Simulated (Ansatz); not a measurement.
# One shape, several levels: SnF2 (SMILES [F][Sn][F])

Aim: a comparison of 4 runs (B2PLYP/STO-3G, r2SCAN/STO-3G, revPBE/STO-3G, CCSDT/STO-3G) of SnF2. 

Program for the calculation: Ansatz 0.2.0.

54 further runs of the same task are left out: 21 that didn't finish, 33 set aside as unsound or not needed.

### Step 1. The molecule

The species is SnF2 (3 atoms), meant as a singlet with charge 0. SMILES: `[F][Sn][F]`. The F3–Sn1 distance was set to 3.115 Å, away from the relaxed value. At this shape a bond of the SMILES string is far longer than usual.

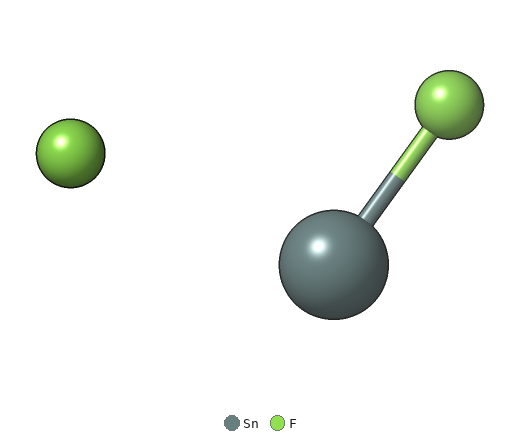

Viewed from a chosen angle; tin teal, fluorine green.

### Step 2. The energy at B2PLYP/STO-3G (run 1)

The input, in.yaml:

```yaml
crystal:
  periodic: [false, false, false]
  atoms:
    - {symbol: Sn, position_ang: [0.819766, -0.025736, -1.508790]}
    - {symbol: F, position_ang: [2.432786, -0.039406, -0.200580]}
    - {symbol: F, position_ang: [-1.623610, 0.028790, 0.422090]}
basis:
  gaussian:
    orbitals: STO-3G
magnetization:
  spin_polarized: false
  initial_magnetization: 0
hamiltonian:
  xc: {name: B2PLYP}
correlation:
  frozen_orbitals: {F: 1, Sn: 18}
accuracy: high
```

Launch:

```console
$ ansatz run in.yaml --threads 1 --pin off --max-ram 2610MiB --events-out events.jsonl --progress --plain --runs-dir runs
```

Output:

```text
Warning: RAYON_NUM_THREADS=1 ignored (pool sized by the plan → 1); use --threads N
Functional definition: B2PLYP
  name "B2PLYP"
  parameter a = 0.53
  parameter c = 0.27
  exchange = (1 - a)*b88_x + a*exact_x
  correlation = (1 - c)*lyp_c + c*(mp2_os + mp2_ss)
641 factors; integrals over basis functions are off by at most 6.8e-9 eV
mean field evaluation 1: about -167645.0809 eV, gradient 2.2e1 eV
mean field evaluation 2: about -167645.1036 eV, gradient 2.2e1 eV
mean field evaluation 4: about -167569.1411 eV, gradient 1.8e2 eV
mean field evaluation 8: about -167647.8573 eV, gradient 1.7e1 eV
mean field evaluation 16: about -167653.5986 eV, gradient 9.7e-9 eV
mean field evaluation 32: about -167604.1105 eV, gradient 3.6e1 eV
mean field -167653.59857431 eV, -6161.1561079151 hartree, gradient 8.8e-9 eV, S^2 0.000000; 0 other end points of the search recorded, 0 dependent functions left out; unrestricted orbitals would lower it
20 core orbitals not correlated: weight in the atoms' cores, before any rotation towards them, 1.000 or more for the frozen orbitals, at most 0.000 for the correlated occupied ones
reference -167653.59858926 eV, -6161.1561084647 hartree; 14, 14 occupied and 3, 3 virtual orbitals, 641 factors
second order -6.93389373 eV of doubles, -0.00000000 eV of singles
Total energy: -167655.47074057 eV, -6161.2249087562 hartree
```

It took 3.3 s on 1 thread of Arm Neoverse V1, shared host; peak memory 0.13 GiB.

### Step 3. The energy at r2SCAN/STO-3G (run 2)

The input, in.yaml:

```yaml
crystal:
  periodic: [false, false, false]
  atoms:
    - symbol: Sn
      position_ang: [0.819766, -0.025736, -1.508790]
    - symbol: F
      position_ang: [2.432786, -0.039406, -0.200580]
    - symbol: F
      position_ang: [-1.623610, 0.028790, 0.422090]
basis:
  gaussian:
    orbitals: STO-3G
magnetization:
  spin_polarized: false
hamiltonian:
  xc: {name: r2SCAN}
accuracy: high
```

Launch:

```console
$ ansatz run in.yaml --threads 1 --pin off --max-ram 2610MiB --events-out events.jsonl --progress --plain --runs-dir runs
```

Output (excerpt; [...] marks lines left out):

```text
Warning: RAYON_NUM_THREADS=1 ignored (pool sized by the plan → 1); use --threads N
Functional definition: r2SCAN
  name "r2SCAN"
[...]
641 factors; integrals over basis functions are off by at most 6.8e-9 eV
[...]
mean field -167678.18741279 eV, -6162.0597310624 hartree, gradient 1.7e-8 eV, S^2 0.000000; 5 other end points of the search recorded, 0 dependent functions left out
reference -167678.18741306 eV, -6162.0597310724 hartree; 34, 34 occupied and 3, 3 virtual orbitals, 641 factors
Total energy: -167678.18741306 eV, -6162.0597310724 hartree
```

Wall time 12 s (1 thread of Arm Neoverse V1, shared host); peak memory 0.15 GiB.

Run 3 isn't shown in full; the table further down has it.

### Step 4. The energy at CCSDT/STO-3G (run 4)

The input, in.yaml:

```yaml
crystal:
  periodic: [false, false, false]
  atoms:
    - {symbol: Sn, position_ang: [0.819766, -0.025736, -1.508790]}
    - {symbol: F, position_ang: [2.432786, -0.039406, -0.200580]}
    - {symbol: F, position_ang: [-1.623610, 0.028790, 0.422090]}
basis:
  gaussian:
    orbitals: STO-3G
accuracy: high
correlation:
  method: ccsdt
  frozen_orbitals: {F: 1, Sn: 18}
scf:
  omitted_lower_state_checks: [cluster_reference, increment]
```

Launch:

```console
$ ansatz run in.yaml --threads 1 --pin off --max-ram 2610MiB --events-out events.jsonl --progress --plain --runs-dir runs
```

Output:

```text
Warning: RAYON_NUM_THREADS=1 ignored (pool sized by the plan → 1); use --threads N
[... 13 lines left out ...]
20 core orbitals not correlated: weight in the atoms' cores, before any rotation towards them, 1.000 or more for the frozen orbitals, at most 0.000 for the correlated occupied ones
[... 65 lines left out ...]
WARN: these amplitudes may be one of several solutions (largest doubles amplitude 0.72, level shift 10.12 eV)
Total energy: -167603.48410676 eV, -6159.3144352015 hartree
Checks for a lower state left out: cluster_reference, increment
```

Run time: 2.1 s. Hardware: 1 thread of Arm Neoverse V1, shared host; peak memory 0.1 GiB.

### Step 5. All runs side by side

| run | level | frozen core orbitals | energy (Eh) | wall time |
| --- | --- | --- | --- | --- |
| 1 | B2PLYP/STO-3G | 20 | -6161.224909 | 3.3 s |
| 2 | r2SCAN/STO-3G | – | -6162.059731 | 12 s |
| 3 | revPBE/STO-3G | – | -6161.544606 | 5.7 s |
| 4 | CCSDT/STO-3G | 20 | -6159.314435 | 2.1 s |

### Step 6. Summary of results

| quantity | value |
| --- | --- |
| run 4: total energy | -6159.31444 Eh |
| run 4: correlation energy (20 core orbitals frozen) | -221.0 mEh |
| run 4: T1 diagnostic | 0.049 |

Totals of different functionals can't be ranked against each other. In runs 1, 4 the log says that unrestricted orbitals would lower the reference, so the values rest on an unstable closed-shell determinant (other closed-shell runs at this shape may share the fault). In runs 1, 2, 3, 4 the basis is minimal, so the values are rough. In runs 1, 2, 3, 4 relativity is left out where basis or elements ask for it. All runs together took 23 s, the longest 12 s.
